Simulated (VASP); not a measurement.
Energy against volume of HgTe (zinc blende). Computed with PBE GGA with D4 dispersion, VASP's PBE PAW potentials (set 64) (plane waves; VASP).

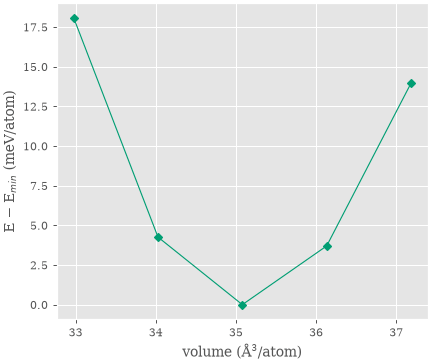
*Energy against volume*

Q: Estimate the equilibrium volume and the bulk modulus.

A: The minimum lies near 35.1 Å³/atom, and the curvature gives B0 of about 40 GPa.

Measured: bulk modulus 42.3 GPa (computed value off by -5.0 %), as given by Cormac Toher et al., Physical Review Materials (2017), arXiv:1611.05714; a 6.460 Å (computed value off by +1.3 %), as given by R. J. Cava et al., Journal of Materials Chemistry C (2013), arXiv:1302.1059. The calculation is for a static lattice, while the measured bulk modulus, a hold thermal and zero-point effects, which are part of the difference.

The compound is HgTe in the zinc blende structure. It was relaxed first.
